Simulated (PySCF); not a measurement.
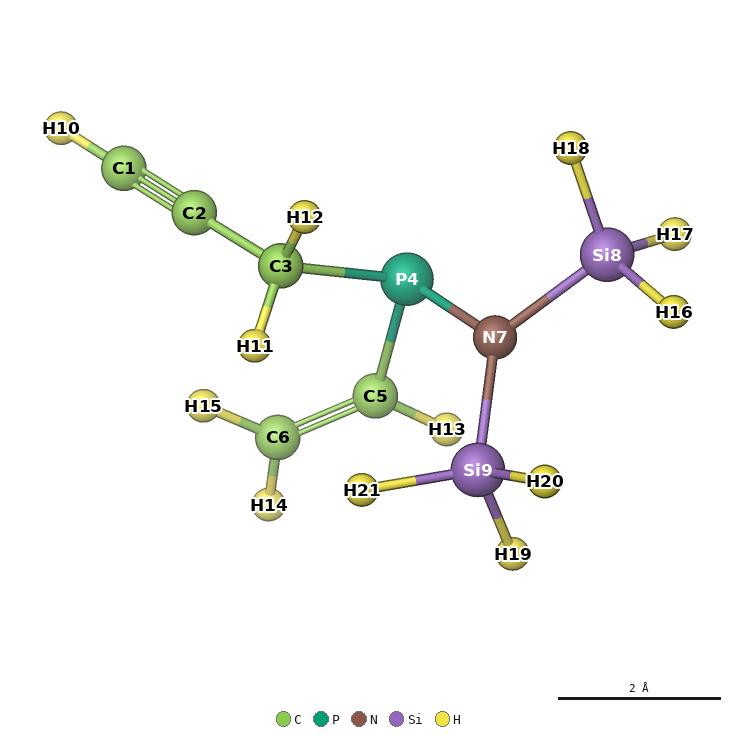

Orthographic view. Depth is shown by fading: the farther an atom, the more it takes the colour of the background. The geometry was computed by an optimisation with PBE0-D3(BJ)/def2-SVP. No frequency run is at hand to confirm it as a minimum.

Write a MOL file (V2000) with the atoms in numerical order, bonds sorted by atom number with the orders drawn, and coordinates in the frame of the picture: x right, y up, z towards the viewer, origin at the mean position.

```
C5H12NPSi2
                    3D

 21 20  0  0  0  0  0  0  0  0999 V2000
   -3.2400    2.0800   -0.9100 C   0  0  0  0  0  0  0  0  0  0  0  0
   -2.3700    1.5300   -0.2700 C   0  0  0  0  0  0  0  0  0  0  0  0
   -1.3100    0.8800    0.4500 C   0  0  0  0  0  0  0  0  0  0  0  0
    0.2500    0.7100   -0.5700 P   0  0  0  0  0  0  0  0  0  0  0  0
   -0.1400   -0.7300   -1.6100 C   0  0  0  0  0  0  0  0  0  0  0  0
   -1.3400   -1.2400   -1.8700 C   0  0  0  0  0  0  0  0  0  0  0  0
    1.3400   -0.0100    0.5900 N   0  0  0  0  0  0  0  0  0  0  0  0
    2.7300    1.0100    0.9700 Si  0  0  0  0  0  4  0  0  0  0  0  0
    1.1300   -1.6500    1.2000 Si  0  0  0  0  0  4  0  0  0  0  0  0
   -4.0200    2.5800   -1.4700 H   0  0  0  0  0  0  0  0  0  0  0  0
   -1.6300   -0.1100    0.8300 H   0  0  0  0  0  0  0  0  0  0  0  0
   -1.0100    1.4800    1.3300 H   0  0  0  0  0  0  0  0  0  0  0  0
    0.7400   -1.1500   -2.1100 H   0  0  0  0  0  0  0  0  0  0  0  0
   -1.4600   -2.0700   -2.5800 H   0  0  0  0  0  0  0  0  0  0  0  0
   -2.2600   -0.8500   -1.4200 H   0  0  0  0  0  0  0  0  0  0  0  0
    3.5500    0.3100    1.9900 H   0  0  0  0  0  0  0  0  0  0  0  0
    3.5600    1.2700   -0.2500 H   0  0  0  0  0  0  0  0  0  0  0  0
    2.2800    2.3300    1.5100 H   0  0  0  0  0  0  0  0  0  0  0  0
    1.5600   -2.6800    0.2100 H   0  0  0  0  0  0  0  0  0  0  0  0
    1.9500   -1.7900    2.4400 H   0  0  0  0  0  0  0  0  0  0  0  0
   -0.3000   -1.8900    1.5400 H   0  0  0  0  0  0  0  0  0  0  0  0
  1  2  3  0
  1 10  1  0
  2  3  1  0
  3  4  1  0
  3 11  1  0
  3 12  1  0
  4  5  1  0
  4  7  1  0
  5  6  2  0
  5 13  1  0
  6 14  1  0
  6 15  1  0
  7  8  1  0
  7  9  1  0
  8 16  1  0
  8 17  1  0
  8 18  1  0
  9 19  1  0
  9 20  1  0
  9 21  1  0
M  END
```
